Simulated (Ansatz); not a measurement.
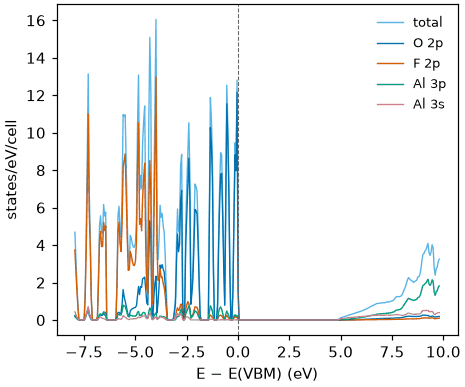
Figure. Total and projected density of states of AlOF in space group P1 (No. 1; Pearson symbol aP9), plane-wave PAW r²SCAN (Ansatz code)

Problem. Which orbitals carry the states next to the gap?

Solution. Top 1 eV of the valence band: O 2p 91 %. Bottom 1 eV of the conduction band: Al 3s 48 %, Al 3p 20 %, O 2s 14 %, F 2s 7 %, outside the projected shells 6 %. Projections are on Löwdin-orthogonalised atomic valence shells; empty p or d shells of many metals are not among them.

Problem. Where is the tallest occupied peak in this window, and what makes it?

Solution. Near -4.0 eV, about 16 states/eV per cell; the largest projected share is F 2p.

The start of the workflow was typed in or built on a structure type; neither database checked (COD, Materials Project) lists it. Its standing as an ambient phase is unchecked. The cell was relaxed with r²SCAN; its stability against distortions is not shown here. The volume moved by -16 % from the start of the relaxation.

Potentials: the earlier of the program's two PAW sets. The files were generated under PBE; for other functionals the program regenerates the frozen cores, and for LDA and PBEsol the local potential too.
